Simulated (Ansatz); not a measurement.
## Electronic structure of F2H6OW in real space

Input

```
crystal:
  periodic: [false, false, false]
  atoms:
    - { symbol: W, position_ang: [-0.040123, -0.090013, -0.112001] }
    - { symbol: F, position_ang: [0.009432, 0.045369, 1.756032] }
    - { symbol: H, position_ang: [1.317931, -1.088743, 0.380109] }
    - { symbol: H, position_ang: [-1.150315, 1.194987, 0.278759] }
    - { symbol: H, position_ang: [-1.711728, -0.363415, -0.126418] }
    - { symbol: H, position_ang: [-0.514677, -1.702618, -0.292107] }
    - { symbol: F, position_ang: [0.513341, 0.453925, -1.772564] }
    - { symbol: O, position_ang: [1.948482, 1.995511, 1.084685] }
    - { symbol: H, position_ang: [2.759588, 1.451385, 1.114043] }
    - { symbol: H, position_ang: [1.419969, 1.631312, 1.842162] }
basis:
  gaussian: { orbitals: def2-SVP }
hamiltonian:
  xc: pbe
relax:
  f_tol: 0.03
  max_steps: 50
output:
  orbitals: {}
```

Run with:

```sh
ansatz run input.yaml --threads 2 --pin off --max-ram 3072MiB --backend cpu --events-out ev --progress --plain --runs-dir out
```

The fields are those of the run's last geometry, not of the input's.

Core potentials replace the inner electrons of W.

Method: Ansatz, RKS PBE/def2-SVP.

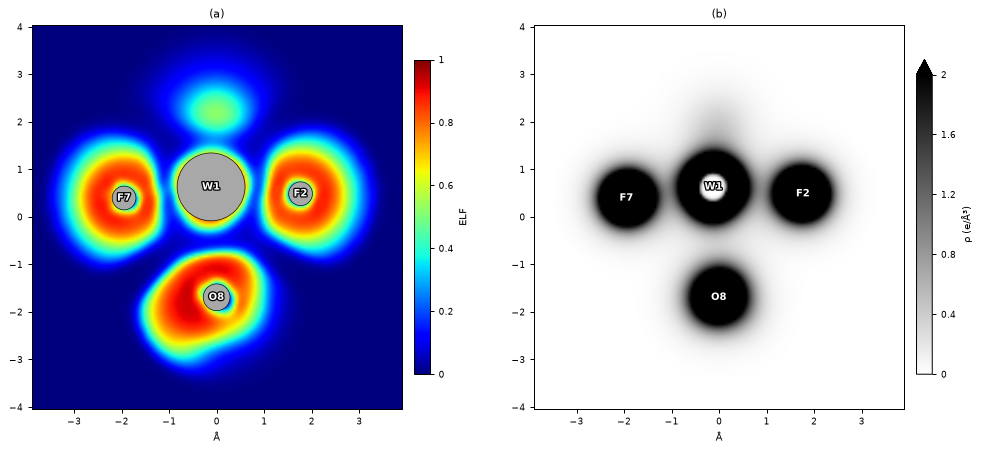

Figure 1. (a) ELF; (b) electron density on the plane of atoms F7, W1 and O8. Grey discs cover the atomic cores in the ELF map.

> Read the bonding off the picture.

- Atoms in the plane: W, F and O.
- W–F (1.85 Å): ρ is about 1.1 e/Å³ halfway; the ELF peaks at about 0.85 in the valence shell of F, 0.5 Å from its nucleus, and drops to about 0.25 between the two atoms.
- W–O (2.33 Å): ρ is about 0.39 e/Å³ halfway; the ELF peaks at about 0.90 in the valence shell of O, 0.6 Å from its nucleus, and drops to about 0.10 between the two atoms.
- W–F (1.89 Å): ρ at the midpoint is about 1 e/Å³; the ELF peaks at about 0.85 in the valence shell of F, 0.6 Å from its nucleus, and drops to about 0.20 between the two atoms.

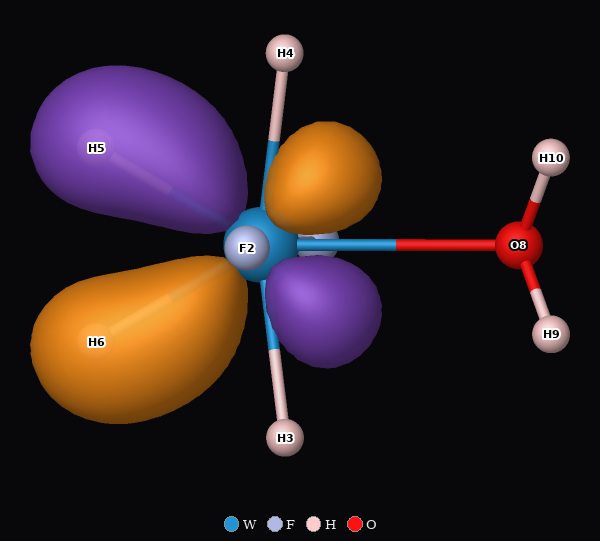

Figure 2. The HOMO−1 at ±0.2 Å⁻³ᐟ² (orange and purple are the two phases), seen at a tilt.

> Describe this orbital and give its energy.

Its weight (Hirshfeld) is mainly on W1 (about 55 %), H5 (about 20 %) and H6 (about 20 %). Its energy is −7.55 eV.

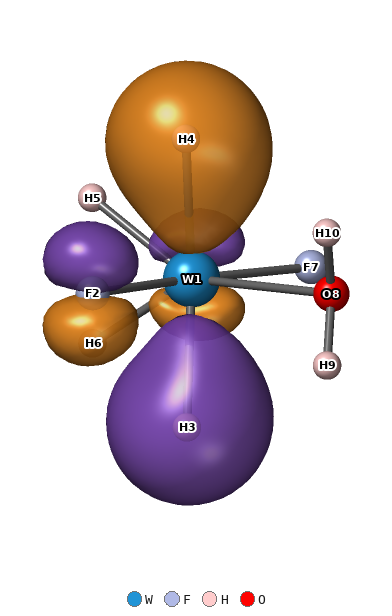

Figure 3. One frontier orbital at ±0.15 Å⁻³ᐟ² (orange and purple are the two phases), seen at an oblique angle.

> Which orbital is it: HOMO or LUMO?

The HOMO, at −6.00 eV. It lies mainly on W1 (about 25 %), H3 (about 25 %), H4 (about 25 %) and F2 (about 15 %).
